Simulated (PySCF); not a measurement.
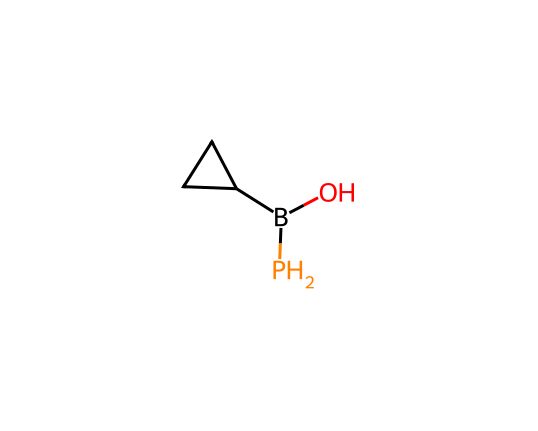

A structural formula.

Write the SMILES.

OB(P)C1CC1

What is the molecular formula?

C3H8BOP.

More results for the same structure follow; atom numbers are the same in all pictures, views and colours differ. The computed structure is the end point of a PBE0-D3(BJ)/def2-SVP optimisation. No frequency run is at hand to confirm it as a minimum.

## Geometry

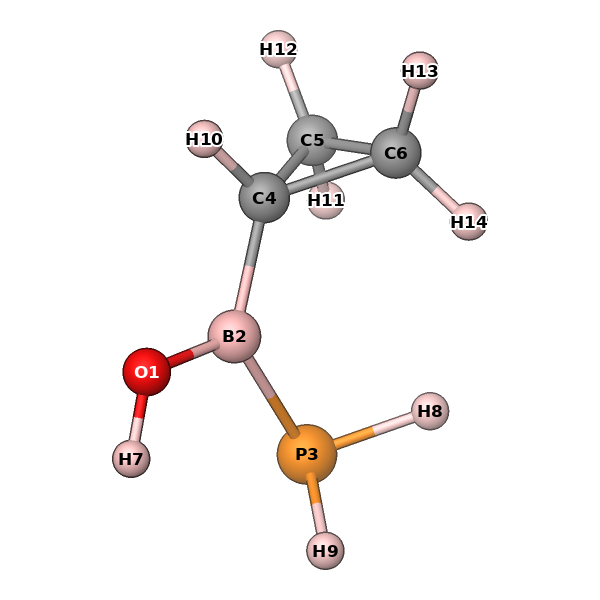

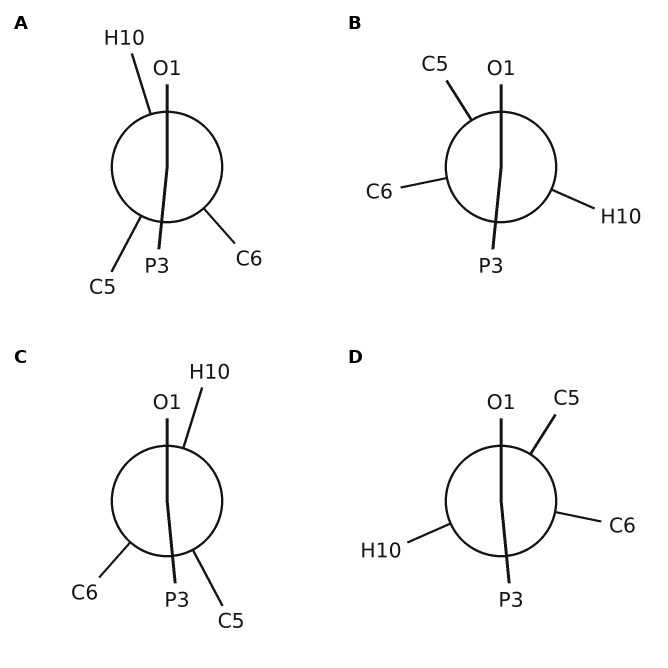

Distant atoms are faded towards the background colour. Bonds that would overlap in a projection are set slightly apart. No frequency run is at hand to confirm it as a minimum.

Which Newman projection shows the view along B2–C4, with B2 in front?

A. The torsion angle P3–B2–C4–C5 is 22°, synperiplanar.

## Levels of theory compared

No frequency run is at hand to confirm it as a minimum. Program: PySCF 2.14.0.

At this fixed geometry, give HOMO–LUMO gap (eV) at these levels: PBE0/6-311+G(2d,p); PBE0/6-31G*; PBE0/IGLO-III; PBE0/aug-cc-pVDZ; PBE0/cc-pVDZ; PBE0/cc-pVTZ; PBE0/def2-SVP; PBE0/def2-TZVP; PBE0/pcSseg-0.

| level | HOMO–LUMO gap (eV) |
| --- | --- |
| PBE0/6-311+G(2d,p) | 6.89 |
| PBE0/6-31G* | 7.25 |
| PBE0/IGLO-III | 6.99 |
| PBE0/aug-cc-pVDZ | 6.80 |
| PBE0/cc-pVDZ | 7.14 |
| PBE0/cc-pVTZ | 7.06 |
| PBE0/def2-SVP | 7.14 |
| PBE0/def2-TZVP | 7.04 |
| PBE0/pcSseg-0 | 7.14 |

## NMR shielding

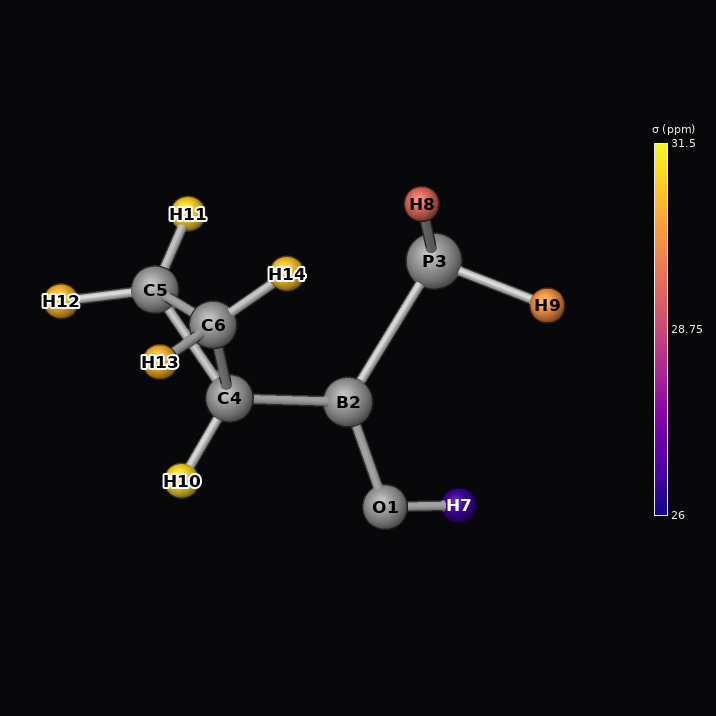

Atoms are coloured by their isotropic NMR shieldings (H only, the others grey). No frequency run is at hand to confirm it as a minimum. Properties computed with GIAO PBE0/aug-cc-pVDZ NMR shielding, non-relativistic, gas phase (PySCF 2.14.0).

Which H atom is the most shielded (lowest chemical shift)?

H10 (31.06 ppm).

Which H atom is the least shielded (highest chemical shift)?

H7 (26.47 ppm).

How wide is the range of H shifts?

4.59 ppm.

List the isotropic NMR shieldings of the H atoms.

```csv
atom,σ (ppm)
H7,26.47
H8,29.43
H9,30.11
H10,31.06
H11,31.01
H12,30.60
H13,30.55
H14,30.79
```

## Ring current

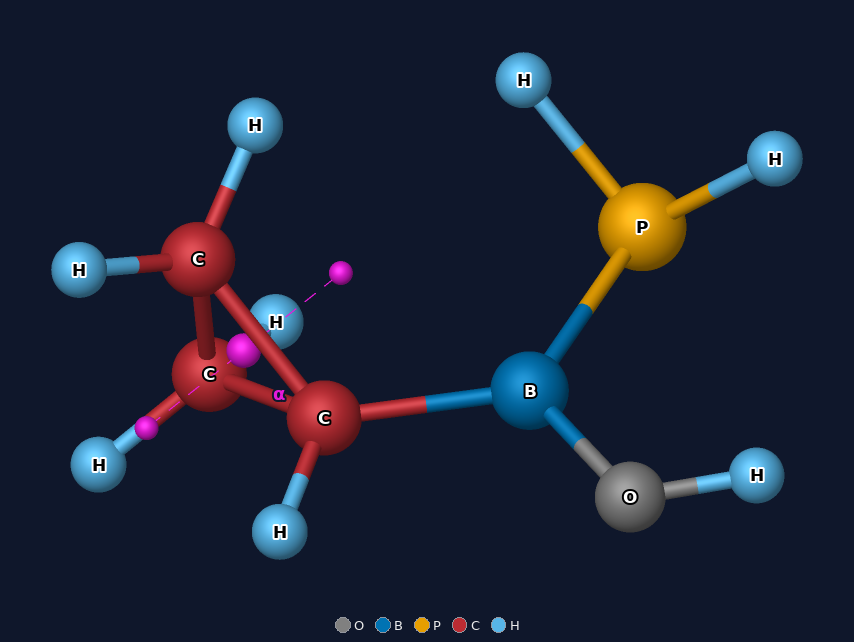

The small points mark where nucleus-independent chemical shifts (NICS) were computed: at the centre of each lettered ring and 1 Å above and below it. No frequency run is at hand to confirm it as a minimum. Properties computed with GIAO PBE0/6-31G* NMR shielding, non-relativistic, gas phase (PySCF 2.14.0).

Give NICS(0), NICS(1) and the out-of-plane component NICS(1)zz for each ring (means of the two sides).

```csv
ring,members,NICS(0),NICS(1),NICS(1)zz
α,C3,−43.7,−8.6,−26.8
```

Values in ppm.
